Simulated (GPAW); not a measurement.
# linear Fe chain, spacing 2.318 A: cost and accuracy of all numerical settings together

Wanted: the cheapest choice of all numerical settings together that holds the magnetic results of linear Fe chain, spacing 2.318 A.

Calculated with GPAW 26.7.0; PBE; plane waves with GPAW's PAW setups, scalar-relativistic.

## 1. The starting structure

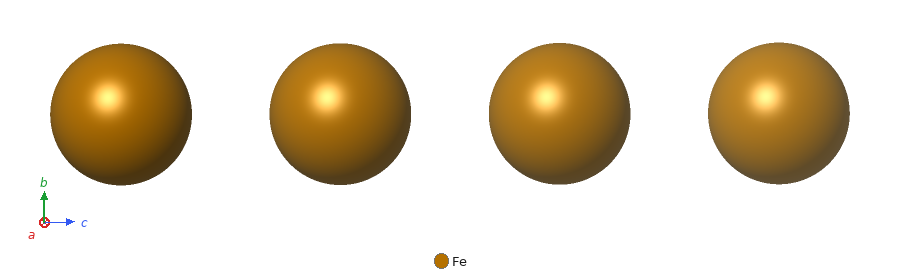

The starting structure, seen from the side, with the c axis across the page (iron orange). 1×1×3 cells are drawn. Some periodic images of atoms are drawn too.

The cell holds 1 atom: 1 Fe. Cell: a = 12.000 Å, b = 12.000 Å, c = 2.318 Å, α = 90.0°, β = 90.0°, γ = 90.0°. model lattice. Vacuum lies along a and b. The structure's axis is c.

## 2. Rung 1 (280 eV, mesh 1×1×6), start ferro +

Several settings change at once from rung to rung, from a quick look to a careful run; the headings and inputs name them.

order1.py reads:

```python
import json
import numpy as np
from ase import Atoms
from ase.parallel import paropen, parprint
from gpaw import GPAW

atoms = Atoms(['Fe'],
    cell=[[12.0, 0.0, 0.0],
         [0.0, 12.0, 0.0],
         [0.0, 0.0, 2.318]],
    scaled_positions=[[0.5, 0.5, 0.0]],
    pbc=True,
    magmoms=[2.8])
atoms.calc = GPAW(mode={'name': 'pw', 'ecut': 280},
    xc='PBE',
    kpts={'size': (1, 1, 6), 'gamma': True},
    occupations={'name': 'fermi-dirac', 'width': 0.2},
    convergence={'density': 1e-05, 'energy': 1e-05},
    maxiter=200,
    symmetry={'tolerance': 1e-4},
    txt='order1.txt')
e = atoms.get_potential_energy(force_consistent=True)
res = {'free_energy': e, 'energy_sigma0': atoms.get_potential_energy(), 'fermi_energy': atoms.calc.get_fermi_level()}
res['moments'] = atoms.get_magnetic_moments().tolist()
res['total'] = atoms.get_magnetic_moment()
parprint('site moments (muB):', np.round(res['moments'], 3))
parprint(f"total moment: {res['total']:.3f} muB")
parprint(f'free energy: {e:.6f} eV')
atoms.calc.write('order1.gpw')
with paropen('results.json', 'w') as f:
    json.dump(res, f)
```

Launch:

```console
$ OMP_NUM_THREADS=1 python3 order1.py > order1.log
```

Numbers of over 12 decimals in the logs are rounded to 6 here.

The log of the run:

```text
site moments (muB): [3.07]
total moment: 3.556 muB
free energy: -5.603902 eV

--- order1.txt ---
Input parameters:
  mode=PW(ecut=280),
  convergence={'density': 1e-05, 'energy': 1e-05},
  kpts=MonkhorstPack(size=(1, 1, 6), gamma=True),
  maxiter=200,
  occupations=Occupations(name='fermi-dirac', width=0.2),
  symmetry=Symmetry(tolerance=0.0001),
  xc=XC(name='PBE')

Diagonalizing LCAO Hamiltonian
Converting LCAO to pw mode
        .----------------------------.
       /|                            |
      / |                            |
     /  .----------------------------.
    /  /                            /
   /  /                            /
  /  /                            /
 *  /              Fe            /
 | /                            /
 |/                            /
 *----------------------------*

Atoms  # Å, Bohr magnetons
|   | symbol |        x |        y |        z |    initial magnetic moments |
|---|--------|----------|----------|----------|-----------------------------|
| 0 |     Fe | 6.000000 | 6.000000 | 0.000000 | ( 0.0000,  0.0000,  2.8000) |

Unit cell  # Å
| periodic |         x |         y |        z |   lengths |    angles |
|----------|-----------|-----------|----------|-----------|-----------|
|      yes | 12.000000 |  0.000000 | 0.000000 | 12.000000 | 90.000000 |
|      yes |  0.000000 | 12.000000 | 0.000000 | 12.000000 | 90.000000 |
|      yes |  0.000000 |  0.000000 | 2.318000 |  2.318000 | 90.000000 |

Number of symmetries: 16

BZ-sampling:
  Number of BZ points: 6
  Number of IBZ points: 4

  Monkhorst-Pack size: [1, 1, 6]
  Monkhorst-Pack shift: [0.0, 0.0, 0.083333]

Plane wave coefficients: 3606
Cutoff: 280.0 eV

Spin-components: 2 (collinear spins)
Bands:           9
Projectors:      6
Spin-degeneracy: 1
Datatype:        complex128

Parallelization:
  kpt:    1
  domain: 1
  band:   1

Density:
  Valence electrons: 8.0
  Components: 2
  Grid points: [48 48  9]
  Charge: 0.0  # |e|

Potential:
  Grid points: [48 48  9]

[... setups left out ...]
Reference energy: -34619.454600  # eV

eigensolver:
  PPCG
  Converge bands: occupied
  niter=2

density mixing:
  MSR1-Mixer
  Pratt-step length: 0.05
  Maximum mixing coefficient: 0.75
  Old densities: 10
  SVD Regularization: 0.005
  Good broyden scale: 1.0
  Trust region scale: 1.0
  Backstep threshold: 4.0
  History deletion threshold: 6.0
  Fourier metric: weight=20.0, sigma=0.015

occupation numbers:
  Fermi-Dirac:
    width: 0.2000  # eV

poisson solver:
  ecut: 2240.0  # eV

xc functional:
  name: PBE with 2 nearest neighbor stencil

convergence criteria:
- Maximum integral of absolute [dens]ity change: 1e-05 electrons / valence electron
- Maximum [total energy] change in last 3 cyles: 1e-05 eV / valence electron
- Maximum integral of absolute [eigenst]ate change: 4e-08 eV^2 / valence electron
maximum number of iterations: 200

SCF iterations
|iter     |      energy | eigst |  dens |  magmom |
|---------|-------------|-------|-------|---------|
|iter:   1|       0s |   -6.152567 | -0.16 |       |  +2.8050|
|iter:   2|       0s |   -5.832477 | -1.36 | -0.63 |  +2.8147|
|iter:   3|       1s |   -5.400794 | -0.73 | -0.70 |  +2.9020|
|iter:   4|       1s |   -5.408641 | -1.93 | -0.95 |  +3.0905|
|iter:   5|       1s |   -5.438811 | -2.18 | -1.17 |  +3.3726|
|iter:   6|       2s |   -5.447868 | -2.95 | -1.64 |  +3.4990|
|iter:   7|       2s |   -5.449569 | -3.76 | -2.15 |  +3.5459|
|iter:   8|       2s |   -5.449509 | -4.49 | -2.63 |  +3.5522|
|iter:   9|       3s |   -5.449507c| -5.30 | -3.23 |  +3.5564|
|iter:  10|       3s |   -5.449526c| -6.42 | -3.75 |  +3.5561|
|iter:  11|       3s |   -5.449542c| -6.76 | -4.00 |  +3.5558|
|iter:  12|       3s |   -5.449545c| -7.36 | -4.22 |  +3.5560|
|iter:  13|       4s |   -5.449542c| -7.74c| -4.45 |  +3.5560|
|iter:  14|       4s |   -5.449542c| -7.54c| -4.67 |  +3.5560|
|iter:  15|       4s |   -5.449543c| -8.29c| -5.09c|  +3.5560|

Converged in 15 steps
Energy contributions relative to reference atoms: (reference = -34619.454600)

Energy contributions:
  Kinetic:          16.385582
  Coulomb:         -13.675693
  Zero:              0.404001
  External:          0.000000
  Xc:               -8.409073
  Entropy:          -0.308719
  Spinorbit:         0.000000
  ----------------------------
  Free energy:      -5.603902
  Extrapolated:     -5.449543

dipole moment: (-0.000059, -0.000059, -5.608526)  # |e|*Ang

Total magnetic moment: (0.000000, 0.000000, 3.555965)

Local magnetic moments
|        x |        y |        z |
|----------|----------|----------|
| 0.000000 | 0.000000 | 3.069578 |  # Fe   0

Fermi level: -3.397
Eigenvalues  # (at kpt = [0.000, 0.000, 0.000])
| band index |      eig [eV] | occ [0-1] |      eig [eV] | occ [0-1] |
|------------|---------------|-----------|---------------|-----------|
|          0 |        -8.206 |     1.000 |        -6.625 |     1.000 |
|          1 |        -6.501 |     1.000 |        -3.958 |     0.943 |
|          2 |        -6.496 |     1.000 |        -3.344 |     0.434 |
|          3 |        -6.081 |     1.000 |        -3.333 |     0.421 |
|          4 |        -4.573 |     0.997 |        -1.673 |     0.000 |
|          5 |        -4.573 |     0.997 |        -1.673 |     0.000 |
|          6 |        -2.321 |     0.005 |        -1.664 |     0.000 |
|          7 |        -2.321 |     0.005 |        -1.664 |     0.000 |
|          8 |         0.160 |     0.000 |         0.199 |     0.000 |

No gap
No difference between direct/indirect transitions
```

It took 7.3 s on 1 MPI rank of Intel Xeon Platinum 8559C (Emerald Rapids), shared host; peak memory 0.18 GiB.

Spin moment in the augmentation sphere by atom:

| atom | spin moment in the augmentation sphere (μB) |
| --- | --- |
| Fe1 | 3.07 |

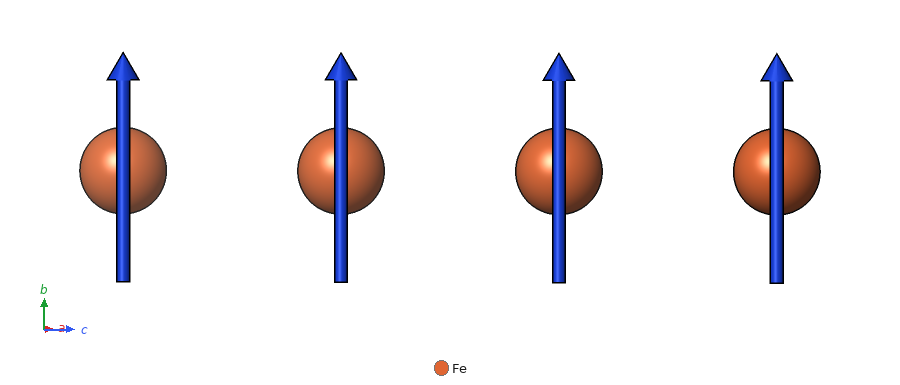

Spin moment in the augmentation sphere as arrows, the longest 3.07 μB. Up and down stand for the sign. Arrows give size and sign along the axis of quantisation, drawn up and down the page. 1×1×3 cells are drawn. Some periodic images of atoms are drawn too.

Numbers from this step:

| Item | Value |
| --- | --- |
| magnetization | 3.556 μB |
| final state | ferromagnetic |

After 15 cycles the largest moment stands at 3.07 μB.

## 3. Rung 1 (280 eV, mesh 1×1×3), start antiferro q=(0,0,1/2) +-

The second start gives the energy difference between the two end states, the quantity that is followed up the ladder. Its q is in fractions of the reciprocal vectors of the first run's cell.

order2.py is the script of step 2 with these lines changed:

```diff
@@ -6,12 +6,13 @@
 
-atoms = Atoms(['Fe'],
+atoms = Atoms(['Fe', 'Fe'],
     cell=[[12.0, 0.0, 0.0],
          [0.0, 12.0, 0.0],
-         [0.0, 0.0, 2.318]],
-    scaled_positions=[[0.5, 0.5, 0.0]],
+         [0.0, 0.0, 4.636]],
+    scaled_positions=[[0.5, 0.5, 0.0],
+         [0.5, 0.5, 0.5]],
     pbc=True,
-    magmoms=[2.8])
+    magmoms=[2.8, -2.8])
 atoms.calc = GPAW(mode={'name': 'pw', 'ecut': 280},
     xc='PBE',
-    kpts={'size': (1, 1, 6), 'gamma': True},
+    kpts={'size': (1, 1, 3), 'gamma': True},
     occupations={'name': 'fermi-dirac', 'width': 0.2},
@@ -20,3 +21,3 @@
     symmetry={'tolerance': 1e-4},
-    txt='order1.txt')
+    txt='order2.txt')
 e = atoms.get_potential_energy(force_consistent=True)
@@ -28,3 +29,3 @@
 parprint(f'free energy: {e:.6f} eV')
-atoms.calc.write('order1.gpw')
+atoms.calc.write('order2.gpw')
 with paropen('results.json', 'w') as f:
```

Launch:

```console
$ OMP_NUM_THREADS=1 python3 order2.py > order2.log
```

The log of the run:

```text
site moments (muB): [ 2.702 -2.702]
total moment: 0.000 muB
free energy: -10.750813 eV

--- order2.txt ---
Input parameters:
  mode=PW(ecut=280),
  convergence={'density': 1e-05, 'energy': 1e-05},
  kpts=MonkhorstPack(size=(1, 1, 3), gamma=True),
  maxiter=200,
  occupations=Occupations(name='fermi-dirac', width=0.2),
  symmetry=Symmetry(tolerance=0.0001),
  xc=XC(name='PBE')

Diagonalizing LCAO Hamiltonian
Converting LCAO to pw mode
        .----------------------------.
       /|                            |
      / |                            |
     /  |                            |
    /   |                            |
   /    |                            |
  /     .----------------------------.
 *     /           Fe               /
 |    /                            /
 |   /                            /
 |  /              Fe            /
 | /                            /
 |/                            /
 *----------------------------*

Atoms  # Å, Bohr magnetons
|   | symbol |        x |        y |        z |    initial magnetic moments |
|---|--------|----------|----------|----------|-----------------------------|
| 0 |     Fe | 6.000000 | 6.000000 | 0.000000 | ( 0.0000,  0.0000,  2.8000) |
| 1 |     Fe | 6.000000 | 6.000000 | 2.318000 | ( 0.0000,  0.0000, -2.8000) |

Number of symmetries: 16

BZ-sampling:
  Number of BZ points: 3
  Number of IBZ points: 2

  Monkhorst-Pack size: [1, 1, 3]
  Monkhorst-Pack shift: [0, 0, 0]

Plane wave coefficients: 7153
Cutoff: 280.0 eV

Spin-components: 2 (collinear spins)
Bands:           14
Projectors:      12
Spin-degeneracy: 1
Datatype:        complex128

[...]
|iter:  42|      24s |  -10.284982c| -6.37 | -4.01 |  +0.0000|
|iter:  43|      24s |  -10.285038c| -6.20 | -4.06 |  +0.0000|
|iter:  44|      25s |  -10.285073c| -6.64 | -4.55 |  +0.0000|
|iter:  45|      26s |  -10.285086c| -7.49c| -4.32 |  +0.0000|
|iter:  46|      26s |  -10.285090c| -7.45c| -5.52c|  +0.0000|

Converged in 46 steps
Energy contributions relative to reference atoms: (reference = -69238.909200)

Energy contributions:
  Kinetic:          29.407227
  Coulomb:         -24.254551
  Zero:              0.807937
  External:          0.000000
  Xc:              -15.779981
  Entropy:          -0.931446
  Spinorbit:         0.000000
  ----------------------------
  Free energy:     -10.750813
  Extrapolated:    -10.285090

dipole moment: (-0.000118, -0.000118, -11.217285)  # |e|*Ang

Total magnetic moment: (0.000000, 0.000000, 0.000000)

Local magnetic moments
|        x |        y |         z |
|----------|----------|-----------|
| 0.000000 | 0.000000 |  2.701585 |  # Fe   0
| 0.000000 | 0.000000 | -2.701586 |  # Fe   1

Fermi level: -3.336
Eigenvalues  # (at kpt = [0.000, 0.000, 0.000])
| band index |      eig [eV] | occ [0-1] |      eig [eV] | occ [0-1] |
|------------|---------------|-----------|---------------|-----------|
|          0 |        -7.600 |     1.000 |        -7.600 |     1.000 |
|          1 |        -6.160 |     1.000 |        -6.160 |     1.000 |
|          2 |        -6.150 |     1.000 |        -6.150 |     1.000 |
|          3 |        -6.150 |     1.000 |        -6.150 |     1.000 |
|          4 |        -6.117 |     1.000 |        -6.117 |     1.000 |
[...]
|         10 |        -2.623 |     0.027 |        -2.623 |     0.027 |
|         11 |        -2.006 |     0.001 |        -2.006 |     0.001 |
|         12 |        -2.006 |     0.001 |        -2.006 |     0.001 |
|         13 |        -0.262 |     0.000 |        -0.262 |     0.000 |

No gap
No difference between direct/indirect transitions
```

It took 30 s on 1 MPI rank; peak memory 0.24 GiB.

Spin moment in the augmentation sphere by atom:

| atom | spin moment in the augmentation sphere (μB) |
| --- | --- |
| Fe1 | 2.70 |
| Fe2 | -2.70 |

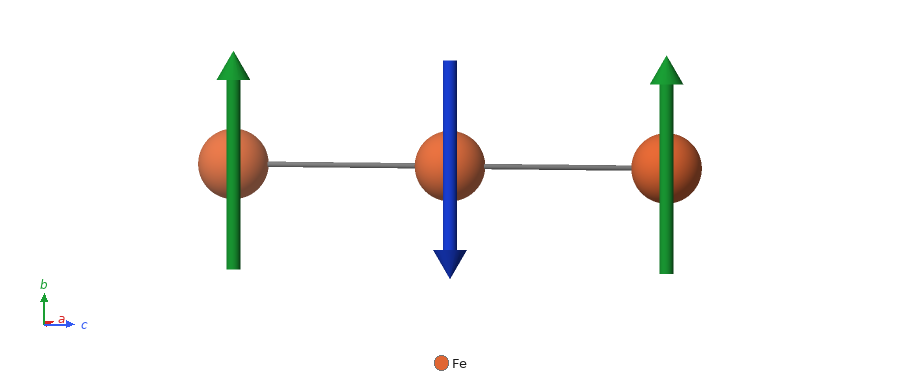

Spin moment in the augmentation sphere as arrows, the longest 2.70 μB. Up and down stand for the sign. Arrows give size and sign along the axis of quantisation, drawn up and down the page. The two directions have two colours. Some periodic images of atoms are drawn too.

This step gave:

```
magnetization : 0 μB
final state   : antiferromagnetic
```

This start lies +228.5 meV a seeded atom from the first; its largest moment is 2.70 μB.

## 4. Rung 2 (380 eV, mesh 1×1×8), start ferro +

order1.py is the script of step 2 with these lines changed:

```diff
@@ -13,6 +13,6 @@
     magmoms=[2.8])
-atoms.calc = GPAW(mode={'name': 'pw', 'ecut': 280},
+atoms.calc = GPAW(mode={'name': 'pw', 'ecut': 380},
     xc='PBE',
-    kpts={'size': (1, 1, 6), 'gamma': True},
-    occupations={'name': 'fermi-dirac', 'width': 0.2},
+    kpts={'size': (1, 1, 8), 'gamma': True},
+    occupations={'name': 'fermi-dirac', 'width': 0.15},
     convergence={'density': 1e-05, 'energy': 1e-05},
```

Launch:

```console
$ OMP_NUM_THREADS=1 python3 order1.py > order1.log
```

The log of the run:

```text
site moments (muB): [2.986]
total moment: 3.252 muB
free energy: -5.740153 eV

--- order1.txt ---
Input parameters:
  mode=PW(ecut=380),
  convergence={'density': 1e-05, 'energy': 1e-05},
  kpts=MonkhorstPack(size=(1, 1, 8), gamma=True),
  maxiter=200,
  occupations=Occupations(name='fermi-dirac', width=0.15),
  symmetry=Symmetry(tolerance=0.0001),
  xc=XC(name='PBE')

Diagonalizing LCAO Hamiltonian
[...]
|          3 |        -5.983 |     1.000 |        -3.340 |     0.392 |
|          4 |        -4.455 |     0.999 |        -1.804 |     0.000 |
|          5 |        -4.455 |     0.999 |        -1.804 |     0.000 |
|          6 |        -2.220 |     0.000 |        -1.689 |     0.000 |
|          7 |        -2.220 |     0.000 |        -1.689 |     0.000 |
|          8 |         0.171 |     0.000 |         0.171 |     0.000 |

No gap
No difference between direct/indirect transitions


[key lines of the parts left out:]
Free energy:      -5.740153
Converged in 16 steps
dipole moment: (-0.000059, -0.000059, -5.601485)  # |e|*Ang
Fermi level: -3.406
```

The job ended after 11 s (1 MPI rank; peak memory 0.22 GiB).

This step gave:

```yaml
magnetization: 3.252 μB
final_state: ferromagnetic
largest_moment: 2.986 μB
```

The largest moment moves by -0.08 μB from rung 1, at 1.5 times its CPU time.

## 5. Rung 2 (380 eV, mesh 1×1×4), start antiferro q=(0,0,1/2) +-

order2.py is the script of step 3 with these lines changed:

```diff
@@ -14,6 +14,6 @@
     magmoms=[2.8, -2.8])
-atoms.calc = GPAW(mode={'name': 'pw', 'ecut': 280},
+atoms.calc = GPAW(mode={'name': 'pw', 'ecut': 380},
     xc='PBE',
-    kpts={'size': (1, 1, 3), 'gamma': True},
-    occupations={'name': 'fermi-dirac', 'width': 0.2},
+    kpts={'size': (1, 1, 4), 'gamma': True},
+    occupations={'name': 'fermi-dirac', 'width': 0.15},
     convergence={'density': 1e-05, 'energy': 1e-05},
```

Launch:

```console
$ OMP_NUM_THREADS=1 python3 order2.py > order2.log
```

The log of the run:

```text
site moments (muB): [ 2.735 -2.735]
total moment: 0.000 muB
free energy: -11.038127 eV

--- order2.txt ---
Input parameters:
  mode=PW(ecut=380),
  convergence={'density': 1e-05, 'energy': 1e-05},
  kpts=MonkhorstPack(size=(1, 1, 4), gamma=True),
  maxiter=200,
  occupations=Occupations(name='fermi-dirac', width=0.15),
  symmetry=Symmetry(tolerance=0.0001),
  xc=XC(name='PBE')

Diagonalizing LCAO Hamiltonian
[...]
|          3 |        -6.126 |     1.000 |        -6.126 |     1.000 |
|          4 |        -6.126 |     1.000 |        -6.126 |     1.000 |
[...]
|         10 |        -2.547 |     0.007 |        -2.548 |     0.007 |
|         11 |        -2.008 |     0.000 |        -2.008 |     0.000 |
|         12 |        -2.008 |     0.000 |        -2.008 |     0.000 |
|         13 |        -0.237 |     0.000 |        -0.237 |     0.000 |

No gap
No difference between direct/indirect transitions


[key lines of the parts left out:]
Free energy:     -11.038127
Converged in 47 steps
dipole moment: (-0.000118, -0.000118, -11.219149)  # |e|*Ang
Fermi level: -3.299
```

It took 55 s on 1 MPI rank; peak memory 0.31 GiB.

Read from the output:

* magnetization: 0 μB
* final state: antiferromagnetic
* largest moment: 2.735 μB

This start lies +221.1 meV a seeded atom from the first, a change of -7.4 meV since rung 1; its largest moment is 2.73 μB.

## 6. Rung 3 (500 eV, mesh 1×1×10), start ferro +

order1.py is the script of step 4 with these lines changed:

```diff
@@ -13,6 +13,6 @@
     magmoms=[2.8])
-atoms.calc = GPAW(mode={'name': 'pw', 'ecut': 380},
+atoms.calc = GPAW(mode={'name': 'pw', 'ecut': 500},
     xc='PBE',
-    kpts={'size': (1, 1, 8), 'gamma': True},
-    occupations={'name': 'fermi-dirac', 'width': 0.15},
+    kpts={'size': (1, 1, 10), 'gamma': True},
+    occupations={'name': 'fermi-dirac', 'width': 0.1},
     convergence={'density': 1e-05, 'energy': 1e-05},
```

Launch:

```console
$ OMP_NUM_THREADS=1 python3 order1.py > order1.log
```

The log of the run:

```text
site moments (muB): [3.08]
total moment: 3.400 muB
free energy: -5.795374 eV

--- order1.txt ---
Input parameters:
  mode=PW(ecut=500),
  convergence={'density': 1e-05, 'energy': 1e-05},
  kpts=MonkhorstPack(size=(1, 1, 10), gamma=True),
  maxiter=200,
  occupations=Occupations(name='fermi-dirac', width=0.1),
  symmetry=Symmetry(tolerance=0.0001),
  xc=XC(name='PBE')

Diagonalizing LCAO Hamiltonian
[...]
|          3 |        -6.086 |     1.000 |        -3.456 |     0.473 |
|          4 |        -4.701 |     1.000 |        -1.802 |     0.000 |
|          5 |        -4.701 |     1.000 |        -1.802 |     0.000 |
|          6 |        -2.261 |     0.000 |        -1.778 |     0.000 |
|          7 |        -2.261 |     0.000 |        -1.778 |     0.000 |
|          8 |         0.172 |     0.000 |         0.181 |     0.000 |

No gap
No difference between direct/indirect transitions


[key lines of the parts left out:]
Free energy:      -5.795374
Converged in 23 steps
dipole moment: (-0.000059, -0.000059, -5.612841)  # |e|*Ang
Fermi level: -3.467
```

Run time: 21 s. Hardware: 1 MPI rank; peak memory 0.27 GiB.

This step gave:

```
magnetization  : 3.400 μB
final state    : ferromagnetic
largest moment : 3.080 μB
```

The largest moment moves by +0.09 μB from rung 2, at 2.0 times its CPU time.

## 7. Rung 3 (500 eV, mesh 1×1×5), start antiferro q=(0,0,1/2) +-

order2.py is the script of step 5 with these lines changed:

```diff
@@ -14,6 +14,6 @@
     magmoms=[2.8, -2.8])
-atoms.calc = GPAW(mode={'name': 'pw', 'ecut': 380},
+atoms.calc = GPAW(mode={'name': 'pw', 'ecut': 500},
     xc='PBE',
-    kpts={'size': (1, 1, 4), 'gamma': True},
-    occupations={'name': 'fermi-dirac', 'width': 0.15},
+    kpts={'size': (1, 1, 5), 'gamma': True},
+    occupations={'name': 'fermi-dirac', 'width': 0.1},
     convergence={'density': 1e-05, 'energy': 1e-05},
```

Launch:

```console
$ OMP_NUM_THREADS=1 python3 order2.py > order2.log
```

The log of the run:

```text
site moments (muB): [ 2.879 -2.879]
total moment: -0.000 muB
free energy: -11.107308 eV

--- order2.txt ---
Input parameters:
  mode=PW(ecut=500),
  convergence={'density': 1e-05, 'energy': 1e-05},
  kpts=MonkhorstPack(size=(1, 1, 5), gamma=True),
  maxiter=200,
  occupations=Occupations(name='fermi-dirac', width=0.1),
  symmetry=Symmetry(tolerance=0.0001),
  xc=XC(name='PBE')

Diagonalizing LCAO Hamiltonian
[...]
|          3 |        -6.300 |     1.000 |        -6.300 |     1.000 |
|          4 |        -6.300 |     1.000 |        -6.300 |     1.000 |
[...]
|         10 |        -2.590 |     0.000 |        -2.590 |     0.000 |
|         11 |        -2.018 |     0.000 |        -2.018 |     0.000 |
|         12 |        -2.018 |     0.000 |        -2.018 |     0.000 |
|         13 |        -0.206 |     0.000 |        -0.206 |     0.000 |

No gap
No difference between direct/indirect transitions


[key lines of the parts left out:]
Free energy:     -11.107308
Converged in 51 steps
dipole moment: (-0.000118, -0.000118, -11.261323)  # |e|*Ang
Fermi level: -3.436
```

The job ended after 88 s (1 MPI rank; peak memory 0.42 GiB).

Numbers from this step:

* magnetization: 0 μB
* final state: antiferromagnetic
* largest moment: 2.879 μB

This start lies +241.7 meV a seeded atom from the first, a change of +20.6 meV since rung 2; its largest moment is 2.88 μB.

[end of part 1 of 2]

[Logs and program files are shortened in this print: banners, set-up blocks, solver, clock and traceback lines can be left out without a mark of their own.]

[Logs are printed without paths, hosts, clocks, repeated set-up lines and the standing remarks that a program may print on its own settings, such as how far it seeks lower states.]

[Hosts, paths, dates, database ids (printed as entryN), source tags and the programs' standing remarks are cut or masked in the printed files.]

[Where a cell is said to come from a database of computed structures, the database is the Materials Project.]
